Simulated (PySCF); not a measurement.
**C₅H₇FOSi (SMILES C#C[C@](F)(C=C)[SiH2]O): density, localisation and related maps**

```xyz
15

C    -2.5805    1.5281    0.1303
C    -1.5686    0.9000    0.0059
C    -0.3544    0.1409   -0.1730
F    -0.3035   -0.3366   -1.5003
C    -0.2937   -1.0016    0.7854
C     0.0227   -2.2426    0.4624
Si    1.2415    1.2473   -0.0037
O     2.5125    0.3134   -0.3599
H    -3.4641    2.0797    0.2537
H    -0.5122   -0.7161    1.8049
H     0.0703   -3.0249    1.1997
H     0.2269   -2.5262   -0.5565
H     1.4386    1.6262    1.3848
H     1.0777    2.3474   -0.9483
H     2.4823   -0.3270   -1.0684
```

Geometry: GFN2-xTB.

Method: PBE0/pcSseg-1, SCF density, gas phase, non-relativistic (PySCF).

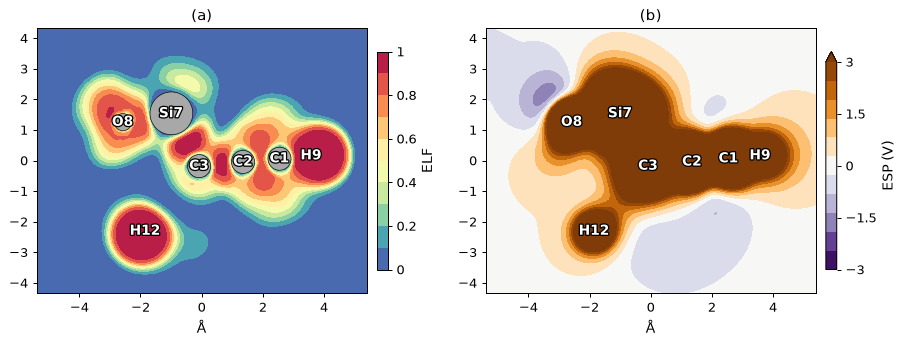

Figure 1. (a) ELF; (b) electrostatic potential on the plane of atoms C2, C3 and Si7. Grey discs cover the atomic cores in the ELF map.

Q: What do the fields say about this system?

A: Atoms in the plane: C, Si, O and H.
C–C (1.20 Å): the ELF peaks at about 0.85 between the atoms (a short, multiple covalent bond).
Si–O (1.62 Å): the ELF peaks at about 0.85 between the atoms: a short, strongly polar bond.
C–Si (1.95 Å): the ELF peaks at about 1 between the atoms (localised, covalent bonding).
C–H (1.05 Å): the ELF climbs to about 1 towards the hydrogen, as it does in any bond to H (an ordinary covalent bond to hydrogen).
The ELF also peaks beside O8, away from the bonds: lone-pair regions.
Outside the dense part of the molecule the potential is most negative (−1.7 V) near O8.

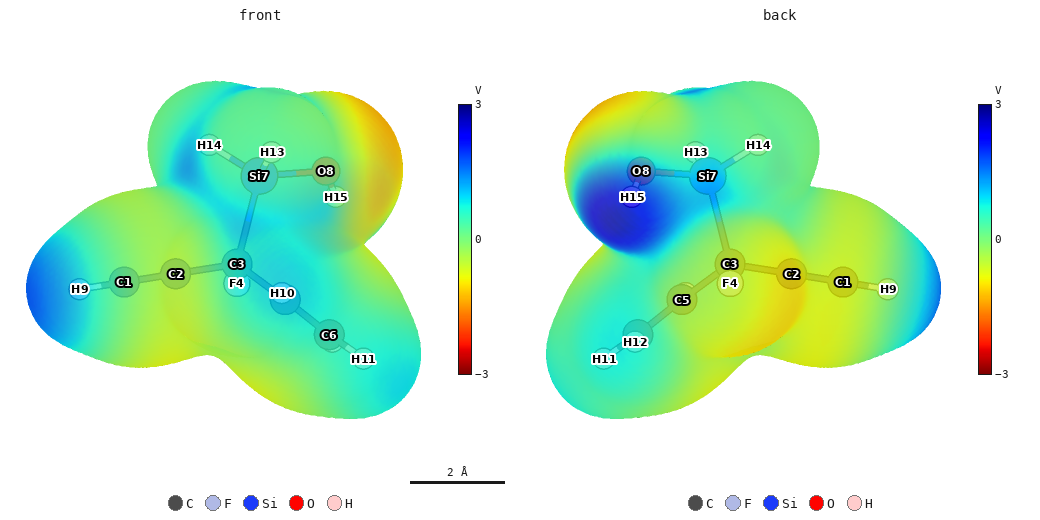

Figure 2. The molecular electrostatic potential painted on the density surface at 0.002 e/bohr³, seen from the front and from behind; the colour scale runs from red (negative) to blue (positive).

Q: Describe the electrostatic potential map.

A: The most negative region (about −1.3 V) lies over O8, the most positive (about +2.5 V) over H15. O8 is the likeliest acceptor of a hydrogen bond.

Q: How polar is the molecule by this calculation?

A: Its dipole moment is 0.75 D.
